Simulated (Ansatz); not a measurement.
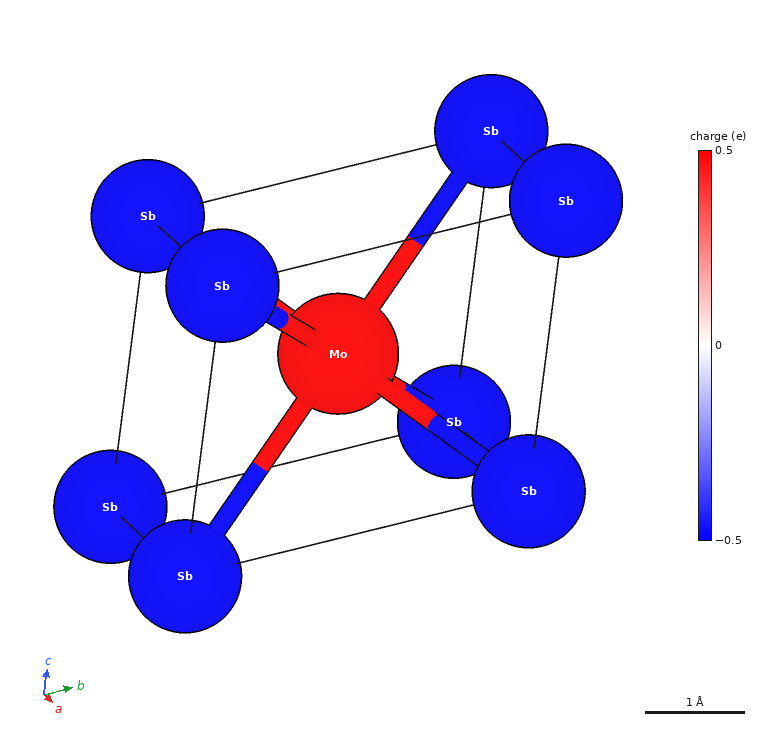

Ball-and-stick model, viewed slightly off an axis. Lines trace the edges of the simulation cell. The atoms of this SbMo cell are coloured by their Bader charge.

The numbers come from DFT r2SCAN, scalar-relativistic, plane waves, PAW (Ansatz), using plane-wave cutoff 500 eV, a 10×10×10 mesh of k-points, Gaussian smearing of 0.05 eV, no spin polarisation.

**What do the colours say about charge transfer?**

Most positive: Mo; most negative: Sb. Charges: about Sb -0.5 e; Mo +0.5 e.

Starting structure: a structure type filled with these elements by a generator (whether the compound takes this form wasn't checked). Earlier steps of the study may have refined or changed the cell and positions. It went into a calculation with Ansatz.
